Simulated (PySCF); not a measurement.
# Dimethyldichlorosilane (C2H6Cl2Si): NMR shifts at several levels of theory, part 2 of 2

PySCF 2.14.0. Atoms count from 0. The steps go on from the part before.

## Step 9: Shielding tensors: KT2/pcSseg-2

The job: settings as JSON, then the geometry in Å.

```
{"job": {"kind": "nmr", "xc": "KT2", "basis": "pcSseg-2", "pop": false}, "charge": 0, "multiplicity": 1}
C      1.458250    -0.575659    -0.373541
Si     0.047339     0.605201    -0.121481
C     -1.518574    -0.174610     0.502643
Cl     0.646983     2.053304     1.233859
Cl    -0.350743     1.557799    -1.918646
H      1.177420    -1.368787    -1.083329
H      2.334314    -0.043803    -0.772613
H      1.739447    -1.041324     0.583583
H     -2.309783     0.581874     0.608465
H     -1.867667    -0.949788    -0.196775
H     -1.346146    -0.638867     1.485915
```

Method: GIAO KT2/pcSseg-2 NMR shielding, non-relativistic, gas phase.

Output:

```text
coarse grid: 10768 points
cycle   1  E = -1300.5527585544  dE =  2.262e-01  |g| = 6.176e-01  |ddm| = 2.318e+00
cycle   2  E = -1300.4813572627  dE =  7.140e-02  |g| = 8.080e-01  |ddm| = 1.113e+00
cycle   3  E = -1300.6471797797  dE = -1.658e-01  |g| = 6.587e-02  |ddm| = 6.564e-01
cycle   4  E = -1300.6480475485  dE = -8.678e-04  |g| = 2.001e-02  |ddm| = 7.982e-02
cycle   5  E = -1300.6481437791  dE = -9.623e-05  |g| = 2.798e-03  |ddm| = 2.231e-02
cycle   6  E = -1300.6481450206  dE = -1.241e-06  |g| = 1.542e-03  |ddm| = 3.931e-03
final grid: 90072 points
cycle   7  E = -1300.6689172138  dE = -3.586e-04  |g| = 2.594e-02  |ddm| = 6.750e-02
cycle   8  E = -1300.6688769945  dE =  4.022e-05  |g| = 2.206e-02  |ddm| = 3.094e-02
cycle   9  E = -1300.6689568122  dE = -7.982e-05  |g| = 7.293e-03  |ddm| = 2.469e-02
cycle  10  E = -1300.6689714703  dE = -1.466e-05  |g| = 1.295e-03  |ddm| = 7.019e-03
cycle  11  E = -1300.6689719088  dE = -4.385e-07  |g| = 2.528e-04  |ddm| = 1.405e-03
cycle  12  E = -1300.6689719234  dE = -1.468e-08  |g| = 8.454e-05  |ddm| = 3.147e-04
cycle  13  E = -1300.6689719251  dE = -1.678e-09  |g| = 1.144e-05  |ddm| = 8.251e-05
cycle  14  E = -1300.6689719251  dE = -1.910e-11  |g| = 2.617e-06  |ddm| = 9.194e-06
converged SCF energy = -1300.6689719251

GIAO shielding tensors (ppm)
atom      isotropic    diamagn.    paramagn.     s11        s22        s33       span
  0 C      173.571     247.364     -73.793    162.664    169.974    188.075     25.411
  1 Si     304.593     878.547    -573.954    296.012    298.936    318.830     22.819
  2 C      173.659     247.333     -73.673    162.744    170.108    188.126     25.382
  3 Cl     835.942    1150.546    -314.604    719.458    816.845    971.524    252.066
  4 Cl     836.425    1150.508    -314.084    723.253    814.353    971.668    248.414
  5 H       30.645      30.408       0.237     26.807     28.265     36.862     10.056
  6 H       30.356      29.315       1.041     26.846     28.443     35.778      8.932
  7 H       30.648      30.409       0.239     26.774     28.382     36.788     10.014
  8 H       30.352      29.293       1.059     26.832     28.414     35.810      8.978
  9 H       30.646      30.399       0.247     26.801     28.286     36.850     10.049
 10 H       30.645      30.407       0.238     26.776     28.364     36.795     10.019
```

Run time: 46 s. Hardware: 1 thread, shared host.

Key values: δ C0 8.7, Si1 46.4, Cl3 106, H5 0.63 ppm (means over like atoms).

## Step 10: NMR shieldings: KT3/pcSseg-2

Same as in step 9 but for these lines:

```diff
@@ -1,2 +1,2 @@
-{"job": {"kind": "nmr", "xc": "KT2", "basis": "pcSseg-2", "pop": false}, "charge": 0, "multiplicity": 1}
+{"job": {"kind": "nmr", "xc": "KT3", "basis": "pcSseg-2", "pop": false}, "charge": 0, "multiplicity": 1}
 C      1.458250    -0.575659    -0.373541
```

Method: GIAO KT3/pcSseg-2 NMR shielding, non-relativistic, gas phase.

Output:

```text
coarse grid: 10768 points
cycle   1  E = -1299.5946174537  dE =  2.107e-01  |g| = 6.403e-01  |ddm| = 2.337e+00
cycle   2  E = -1299.5199525403  dE =  7.466e-02  |g| = 8.311e-01  |ddm| = 1.205e+00
cycle   3  E = -1299.6971208493  dE = -1.772e-01  |g| = 6.739e-02  |ddm| = 7.083e-01
cycle   4  E = -1299.6980391912  dE = -9.183e-04  |g| = 2.005e-02  |ddm| = 8.066e-02
cycle   5  E = -1299.6981345159  dE = -9.532e-05  |g| = 3.324e-03  |ddm| = 2.321e-02
cycle   6  E = -1299.6981362785  dE = -1.763e-06  |g| = 1.996e-03  |ddm| = 4.883e-03
final grid: 90072 points
cycle   7  E = -1299.7145212299  dE = -3.761e-04  |g| = 2.918e-02  |ddm| = 6.987e-02
cycle   8  E = -1299.7145083188  dE =  1.291e-05  |g| = 2.186e-02  |ddm| = 3.456e-02
cycle   9  E = -1299.7145791193  dE = -7.080e-05  |g| = 5.781e-03  |ddm| = 2.484e-02
cycle  10  E = -1299.7145878346  dE = -8.715e-06  |g| = 1.440e-03  |ddm| = 6.458e-03
cycle  11  E = -1299.7145884024  dE = -5.677e-07  |g| = 1.576e-04  |ddm| = 1.420e-03
cycle  12  E = -1299.7145884071  dE = -4.745e-09  |g| = 6.410e-05  |ddm| = 2.042e-04
cycle  13  E = -1299.7145884081  dE = -9.779e-10  |g| = 1.630e-05  |ddm| = 7.134e-05
converged SCF energy = -1299.7145884081

GIAO shielding tensors (ppm)
atom      isotropic    diamagn.    paramagn.     s11        s22        s33       span
  0 C      173.408     246.471     -73.064    163.421    170.322    186.481     23.060
  1 Si     316.503     878.011    -561.508    307.180    310.903    331.425     24.245
  2 C      173.490     246.442     -72.951    163.500    170.439    186.532     23.032
  3 Cl     852.740    1150.752    -298.013    740.036    831.573    986.610    246.574
  4 Cl     853.139    1150.712    -297.573    743.547    829.044    986.826    243.279
  5 H       30.831      30.497       0.334     27.039     28.476     36.979      9.940
  6 H       30.540      29.144       1.397     27.055     28.664     35.903      8.848
  7 H       30.832      30.483       0.350     27.000     28.592     36.904      9.903
  8 H       30.537      29.125       1.412     27.042     28.635     35.934      8.892
  9 H       30.831      30.484       0.347     27.032     28.495     36.966      9.934
 10 H       30.829      30.483       0.347     27.003     28.574     36.911      9.908
```

Run time: 44 s. Hardware: 1 thread, shared host.

This run: δ C0 7.9, Si1 41.7, Cl3 84, H5 0.62 ppm (means over like atoms).

## Step 11: NMR shieldings: B97-D/pcSseg-2

Same as in step 10 but for these lines:

```diff
@@ -1,2 +1,2 @@
-{"job": {"kind": "nmr", "xc": "KT3", "basis": "pcSseg-2", "pop": false}, "charge": 0, "multiplicity": 1}
+{"job": {"kind": "nmr", "xc": "B97-D", "basis": "pcSseg-2", "pop": false}, "charge": 0, "multiplicity": 1}
 C      1.458250    -0.575659    -0.373541
```

With the program's defaults for keys left out, this is: GIAO B97-D/pcSseg-2 NMR shielding, non-relativistic, gas phase.

Output:

```text
coarse grid: 10768 points
cycle   1  E = -1289.8343897540  dE =  2.011e-01  |g| = 6.571e-01  |ddm| = 2.387e+00
cycle   2  E = -1289.7438261721  dE =  9.056e-02  |g| = 8.940e-01  |ddm| = 1.201e+00
cycle   3  E = -1289.9422047711  dE = -1.984e-01  |g| = 6.198e-02  |ddm| = 7.149e-01
cycle   4  E = -1289.9429510950  dE = -7.463e-04  |g| = 3.123e-02  |ddm| = 9.001e-02
cycle   5  E = -1289.9431665917  dE = -2.155e-04  |g| = 3.653e-03  |ddm| = 3.015e-02
cycle   6  E = -1289.9431673592  dE = -7.675e-07  |g| = 3.444e-03  |ddm| = 6.541e-03
cycle   7  E = -1289.9431703802  dE = -3.021e-06  |g| = 3.088e-04  |ddm| = 3.128e-03
final grid: 90072 points
cycle   8  E = -1289.9266233028  dE = -1.067e-04  |g| = 1.736e-02  |ddm| = 4.016e-02
cycle   9  E = -1289.9265770135  dE =  4.629e-05  |g| = 1.968e-02  |ddm| = 2.829e-02
cycle  10  E = -1289.9266530789  dE = -7.607e-05  |g| = 4.944e-03  |ddm| = 2.122e-02
cycle  11  E = -1289.9266594333  dE = -6.354e-06  |g| = 7.661e-04  |ddm| = 4.576e-03
cycle  12  E = -1289.9266595839  dE = -1.506e-07  |g| = 9.611e-05  |ddm| = 8.318e-04
cycle  13  E = -1289.9266595857  dE = -1.801e-09  |g| = 4.708e-05  |ddm| = 1.300e-04
cycle  14  E = -1289.9266595862  dE = -5.127e-10  |g| = 7.844e-06  |ddm| = 3.974e-05
converged SCF energy = -1289.9266595862

GIAO shielding tensors (ppm)
atom      isotropic    diamagn.    paramagn.     s11        s22        s33       span
  0 C      171.202     246.842     -75.640    161.152    168.069    184.384     23.231
  1 Si     293.072     876.724    -583.652    281.908    286.643    310.666     28.757
  2 C      171.293     246.817     -75.524    161.240    168.203    184.437     23.197
  3 Cl     842.765    1149.889    -307.124    726.320    820.379    981.595    255.275
  4 Cl     843.206    1149.848    -306.642    730.015    817.789    981.814    251.799
  5 H       30.877      30.509       0.368     27.174     28.587     36.870      9.696
  6 H       30.585      29.300       1.286     27.192     28.765     35.800      8.608
  7 H       30.877      30.499       0.378     27.132     28.705     36.794      9.663
  8 H       30.582      29.281       1.302     27.179     28.736     35.832      8.653
  9 H       30.877      30.497       0.380     27.166     28.607     36.858      9.691
 10 H       30.875      30.498       0.376     27.135     28.687     36.802      9.667
```

Wall time 46 s (1 thread, shared host).

This run: δ C0 7.8, Si1 43.5, Cl3 84, H5 0.62 ppm (means over like atoms).

## Step 12: NMR shieldings: B3LYP/pcSseg-2

Same as in step 11 but for these lines:

```diff
@@ -1,2 +1,2 @@
-{"job": {"kind": "nmr", "xc": "B97-D", "basis": "pcSseg-2", "pop": false}, "charge": 0, "multiplicity": 1}
+{"job": {"kind": "nmr", "xc": "B3LYP", "basis": "pcSseg-2", "pop": false}, "charge": 0, "multiplicity": 1}
 C      1.458250    -0.575659    -0.373541
```

Method: GIAO B3LYP/pcSseg-2 NMR shielding, non-relativistic, gas phase.

Output:

```text
coarse grid: 10768 points
cycle   1  E = -1289.9237308083  dE =  2.358e-01  |g| = 5.552e-01  |ddm| = 2.325e+00
cycle   2  E = -1289.9037851491  dE =  1.995e-02  |g| = 6.325e-01  |ddm| = 8.680e-01
cycle   3  E = -1289.9980135726  dE = -9.423e-02  |g| = 4.268e-02  |ddm| = 4.773e-01
cycle   4  E = -1289.9983125076  dE = -2.989e-04  |g| = 2.278e-02  |ddm| = 5.959e-02
cycle   5  E = -1289.9984319947  dE = -1.195e-04  |g| = 3.612e-03  |ddm| = 2.329e-02
cycle   6  E = -1289.9984338047  dE = -1.810e-06  |g| = 2.591e-03  |ddm| = 5.126e-03
final grid: 90072 points
cycle   7  E = -1290.0074996117  dE = -4.695e-05  |g| = 8.531e-03  |ddm| = 2.211e-02
cycle   8  E = -1290.0074825757  dE =  1.704e-05  |g| = 1.180e-02  |ddm| = 1.497e-02
cycle   9  E = -1290.0075179476  dE = -3.537e-05  |g| = 5.656e-04  |ddm| = 9.120e-03
cycle  10  E = -1290.0075179971  dE = -4.950e-08  |g| = 2.911e-04  |ddm| = 7.006e-04
cycle  11  E = -1290.0075180175  dE = -2.039e-08  |g| = 4.638e-05  |ddm| = 2.722e-04
cycle  12  E = -1290.0075180178  dE = -3.456e-10  |g| = 9.030e-06  |ddm| = 3.925e-05
converged SCF energy = -1290.0075180178

GIAO shielding tensors (ppm)
atom      isotropic    diamagn.    paramagn.     s11        s22        s33       span
  0 C      171.278     245.192     -73.914    160.967    168.067    184.799     23.833
  1 Si     279.689     875.137    -595.448    267.030    271.943    300.094     33.063
  2 C      171.373     245.170     -73.797    161.059    168.208    184.853     23.794
  3 Cl     845.321    1148.910    -303.589    727.468    822.149    986.346    258.878
  4 Cl     845.759    1148.870    -303.110    731.152    819.492    986.634    255.482
  5 H       30.881      30.548       0.333     27.113     28.524     37.005      9.892
  6 H       30.582      29.487       1.095     27.113     28.704     35.929      8.816
  7 H       30.882      30.541       0.340     27.071     28.644     36.930      9.859
  8 H       30.579      29.469       1.110     27.100     28.675     35.961      8.861
  9 H       30.881      30.537       0.344     27.105     28.544     36.993      9.887
 10 H       30.879      30.540       0.339     27.074     28.625     36.937      9.863
```

It took 35 s on 1 thread, shared host.

In short: δ C0 7.9, Si1 44.9, Cl3 82, H5 0.61 ppm (means over like atoms).

## Step 13: Nuclear shieldings: PBE0/pcSseg-2

Same as in step 12 but for these lines:

```diff
@@ -1,2 +1,2 @@
-{"job": {"kind": "nmr", "xc": "B3LYP", "basis": "pcSseg-2", "pop": false}, "charge": 0, "multiplicity": 1}
+{"job": {"kind": "nmr", "xc": "PBE0", "basis": "pcSseg-2", "pop": false}, "charge": 0, "multiplicity": 1}
 C      1.458250    -0.575659    -0.373541
```

Method: GIAO PBE0/pcSseg-2 NMR shielding, non-relativistic, gas phase.

Output:

```text
coarse grid: 10768 points
cycle   1  E = -1289.3560267783  dE =  2.436e-01  |g| = 4.885e-01  |ddm| = 2.324e+00
cycle   2  E = -1289.3532145126  dE =  2.812e-03  |g| = 5.100e-01  |ddm| = 7.372e-01
cycle   3  E = -1289.4132918165  dE = -6.008e-02  |g| = 4.120e-02  |ddm| = 3.913e-01
cycle   4  E = -1289.4135844054  dE = -2.926e-04  |g| = 1.980e-02  |ddm| = 5.242e-02
cycle   5  E = -1289.4136757134  dE = -9.131e-05  |g| = 3.717e-03  |ddm| = 2.014e-02
cycle   6  E = -1289.4136783875  dE = -2.674e-06  |g| = 2.046e-03  |ddm| = 4.755e-03
final grid: 90072 points
cycle   7  E = -1289.4260820724  dE = -7.364e-05  |g| = 8.522e-03  |ddm| = 2.239e-02
cycle   8  E = -1289.4260769317  dE =  5.141e-06  |g| = 9.011e-03  |ddm| = 1.064e-02
cycle   9  E = -1289.4260971094  dE = -2.018e-05  |g| = 1.039e-03  |ddm| = 6.292e-03
cycle  10  E = -1289.4260972867  dE = -1.773e-07  |g| = 2.932e-04  |ddm| = 1.012e-03
cycle  11  E = -1289.4260973065  dE = -1.985e-08  |g| = 6.149e-05  |ddm| = 3.003e-04
cycle  12  E = -1289.4260973073  dE = -7.590e-10  |g| = 1.548e-05  |ddm| = 6.088e-05
converged SCF energy = -1289.4260973073

GIAO shielding tensors (ppm)
atom      isotropic    diamagn.    paramagn.     s11        s22        s33       span
  0 C      176.416     247.006     -70.590    166.442    173.567    189.240     22.797
  1 Si     296.102     875.693    -579.591    283.421    287.597    317.288     33.867
  2 C      176.505     246.976     -70.471    166.524    173.699    189.293     22.769
  3 Cl     856.928    1148.678    -291.750    744.474    839.009    987.303    242.829
  4 Cl     857.384    1148.639    -291.255    748.014    836.551    987.587    239.573
  5 H       30.738      30.336       0.402     26.780     28.260     37.172     10.392
  6 H       30.434      29.181       1.253     26.748     28.434     36.119      9.371
  7 H       30.740      30.329       0.411     26.742     28.377     37.099     10.356
  8 H       30.431      29.160       1.271     26.735     28.405     36.151      9.416
  9 H       30.738      30.324       0.414     26.773     28.280     37.160     10.387
 10 H       30.737      30.328       0.409     26.745     28.359     37.106     10.361
```

Wall time 35 s (1 thread, shared host).

In short: δ C0 7.7, Si1 45.2, Cl3 84, H5 0.61 ppm (means over like atoms).

## Step 14: NMR shieldings: mPW1PW91/pcSseg-2

Same as in step 13 but for these lines:

```diff
@@ -1,2 +1,2 @@
-{"job": {"kind": "nmr", "xc": "PBE0", "basis": "pcSseg-2", "pop": false}, "charge": 0, "multiplicity": 1}
+{"job": {"kind": "nmr", "xc": "mPW1PW91", "basis": "pcSseg-2", "pop": false}, "charge": 0, "multiplicity": 1}
 C      1.458250    -0.575659    -0.373541
```

Method: GIAO mPW1PW91/pcSseg-2 NMR shielding, non-relativistic, gas phase.

Output:

```text
coarse grid: 10768 points
cycle   1  E = -1289.9179932060  dE =  2.429e-01  |g| = 4.933e-01  |ddm| = 2.322e+00
cycle   2  E = -1289.9155276657  dE =  2.466e-03  |g| = 5.161e-01  |ddm| = 7.508e-01
cycle   3  E = -1289.9767867255  dE = -6.126e-02  |g| = 4.179e-02  |ddm| = 3.982e-01
cycle   4  E = -1289.9770875037  dE = -3.008e-04  |g| = 2.039e-02  |ddm| = 5.305e-02
cycle   5  E = -1289.9771850046  dE = -9.750e-05  |g| = 3.887e-03  |ddm| = 2.074e-02
cycle   6  E = -1289.9771880645  dE = -3.060e-06  |g| = 2.065e-03  |ddm| = 4.953e-03
final grid: 90072 points
cycle   7  E = -1289.9869241270  dE = -6.365e-05  |g| = 6.896e-03  |ddm| = 2.169e-02
cycle   8  E = -1289.9869205051  dE =  3.622e-06  |g| = 7.456e-03  |ddm| = 8.955e-03
cycle   9  E = -1289.9869344225  dE = -1.392e-05  |g| = 7.611e-04  |ddm| = 5.157e-03
cycle  10  E = -1289.9869345088  dE = -8.634e-08  |g| = 2.508e-04  |ddm| = 7.700e-04
cycle  11  E = -1289.9869345232  dE = -1.437e-08  |g| = 5.503e-05  |ddm| = 2.606e-04
cycle  12  E = -1289.9869345239  dE = -6.416e-10  |g| = 1.256e-05  |ddm| = 5.392e-05
converged SCF energy = -1289.9869345239

GIAO shielding tensors (ppm)
atom      isotropic    diamagn.    paramagn.     s11        s22        s33       span
  0 C      175.845     247.114     -71.269    166.033    173.093    188.409     22.376
  1 Si     294.922     875.865    -580.943    282.164    286.486    316.116     33.952
  2 C      175.933     247.084     -71.151    166.113    173.223    188.462     22.350
  3 Cl     857.838    1148.919    -291.081    745.270    839.674    988.569    243.300
  4 Cl     858.271    1148.880    -290.609    748.753    837.205    988.856    240.103
  5 H       30.786      30.327       0.459     26.848     28.323     37.188     10.340
  6 H       30.482      29.156       1.326     26.811     28.500     36.136      9.325
  7 H       30.788      30.319       0.469     26.809     28.440     37.115     10.306
  8 H       30.479      29.135       1.344     26.798     28.471     36.167      9.369
  9 H       30.786      30.315       0.471     26.841     28.342     37.176     10.335
 10 H       30.785      30.318       0.468     26.812     28.422     37.122     10.310
```

Run time: 35 s. Hardware: 1 thread, shared host.

In short: δ C0 7.6, Si1 45.1, Cl3 79, H5 0.61 ppm (means over like atoms).

## Step 15: Run by run: NMR shifts

Shifts (ppm), means over like atoms, with basis size and wall time:

| run | C0 | H5 | Si1 | Cl3 | functions | time |
| --- | --- | --- | --- | --- | --- | --- |
| HF/pcSseg-2 | 5.8 | 0.57 | 33.0 | 19 | 285 | 21 s |
| LDA/pcSseg-2 | 9.2 | 0.65 | 54.4 | 143 | 285 | 37 s |
| PBE/pcSseg-2 | 8.4 | 0.63 | 47.7 | 108 | 285 | 46 s |
| BLYP/pcSseg-2 | 8.5 | 0.62 | 46.6 | 99 | 285 | 46 s |
| BP86/pcSseg-2 | 8.5 | 0.63 | 47.9 | 104 | 285 | 46 s |
| OPBE/pcSseg-2 | 7.5 | 0.63 | 43.4 | 89 | 285 | 46 s |
| KT2/pcSseg-2 | 8.7 | 0.63 | 46.4 | 106 | 285 | 46 s |
| KT3/pcSseg-2 | 7.9 | 0.62 | 41.7 | 84 | 285 | 44 s |
| B97-D/pcSseg-2 | 7.8 | 0.62 | 43.5 | 84 | 285 | 46 s |
| B3LYP/pcSseg-2 | 7.9 | 0.61 | 44.9 | 82 | 285 | 35 s |
| PBE0/pcSseg-2 | 7.7 | 0.61 | 45.2 | 84 | 285 | 35 s |
| mPW1PW91/pcSseg-2 | 7.6 | 0.61 | 45.1 | 79 | 285 | 35 s |
| measured | – | – | 32.0 | – | – | – |

Measured: solution; U. Herzog, Habilitationsschrift, TU Bergakademie Freiberg, 2002/2003.

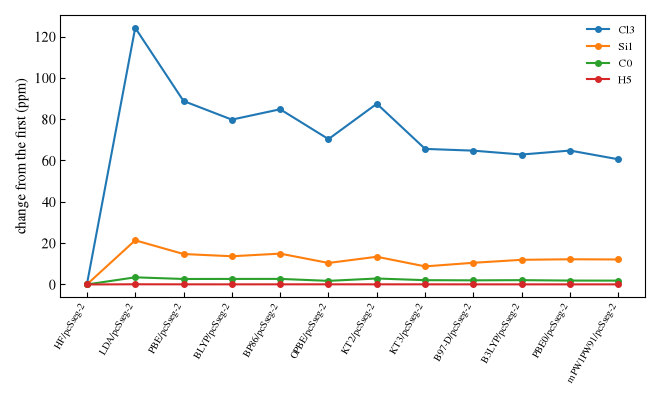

How the tabulated atoms move from run to run.

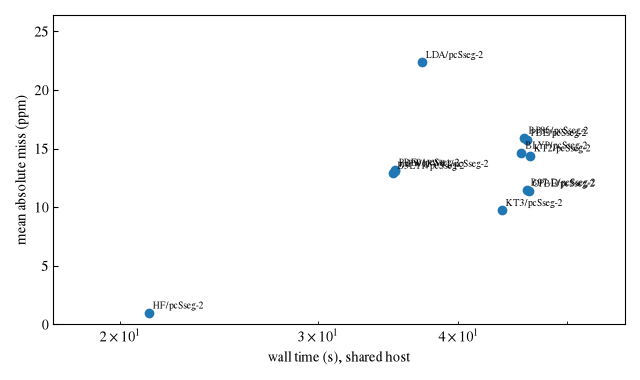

Cost against miss for the one measured ²⁹Si shift.

## Step 16: Results

The summary covers parts 1 to 2.

```
                                                              quantity                 value
                                  rotational constants (main isotopes)  2.55, 1.81, 1.60 GHz
 ¹³C shifts against TMS (HF/pcSseg-2, means over atoms taken as alike)               5.8 ppm
  ¹H shifts against TMS (HF/pcSseg-2, means over atoms taken as alike)              0.57 ppm
                                 ²⁹Si shifts against TMS (HF/pcSseg-2)              33.0 ppm
³⁵Cl shifts against HCl (HF/pcSseg-2, means over atoms taken as alike)                19 ppm
                              measured, and computed on the same scale  Si1 δ 32.0, 33.0 ppm
                                             range of the shift of Cl3         19 to 143 ppm
```

**Reading.** Single values in the summary come from the first run of each kind that ended normally (HF/pcSseg-2), which need not be the best level. Over 6 steps the energy fell by 0.095 eV; of the close pairs, C0–Si1 changed most, 1.902 to 1.857 Å. No frequency check was run at this level, so the end point may be a saddle. At HF/pcSseg-2: The widest tensor belongs to Cl3, Cl4: span 201 ppm, with a paramagnetic part of -223 ppm. The one measured ²⁹Si shift is missed by +1.0 ppm (computed less measured, unscaled). Vibration, temperature and solvent are missing from the calculation, and it holds one conformer, so part of the miss against the measured shifts is not the functional's. In ppm, Cl3 (with its like atoms) moves most: its shift spreads over 124 ppm, from 19 (HF/pcSseg-2) to 143 (LDA/pcSseg-2). For the one measured ²⁹Si shift, HF/pcSseg-2 misses least (0.99 ppm, 21 s) and LDA/pcSseg-2 most (22.37 ppm, 37 s). One molecule ranks no method: errors cancel, and vibration and temperature are missing from all runs.
